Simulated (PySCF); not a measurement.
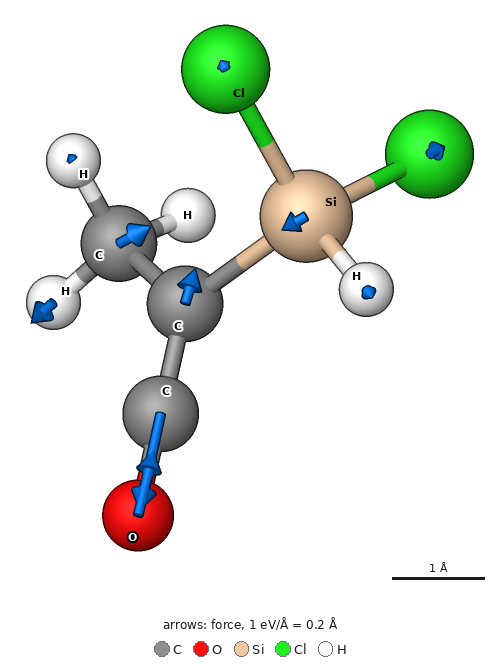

Starting geometry of C₃H₄Cl₂OSi with the computed forces as blue arrows. A ball-and-stick model, seen from a free direction.

The start comes from GFN2-xTB. Its atoms were then displaced at random by about 0.01 Å.

These are results of PBE0-D3(BJ)/def2-SVP geometry optimisation, gas phase in PySCF 2.14.0, density-fitted response routines, not measurements. 

### Is this structure relaxed? If not, where do the atoms go?

It isn't relaxed: the largest force vector, on a C atom, is 5.91 eV/Å. The final displacements follow the starting forces only in part (cosine between the two patterns 0.30). The atom that moves furthest after the best rigid fit is the O atom (0.11 Å). By element the largest moves are O 0.11 Å, H 0.10 Å, Cl 0.09 Å, Si 0.04 Å, C 0.04 Å. Some distances before and after: Cl–Si 2.002 → 2.061 Å, C–H 1.048 → 1.098 Å, C–O 1.206 → 1.160 Å, C–Si 1.881 → 1.838 Å. Among the angles between lasting bonds that change: C–C–Si 117.8° → 114.8°, H–C–H 111.2° → 108.2°, C–C–H 108.2° → 110.3°. Over 9 geometry steps the energy falls by 26.1 kJ/mol. The run took 87 s on 1 thread of Arm Neoverse V1, on a shared host.
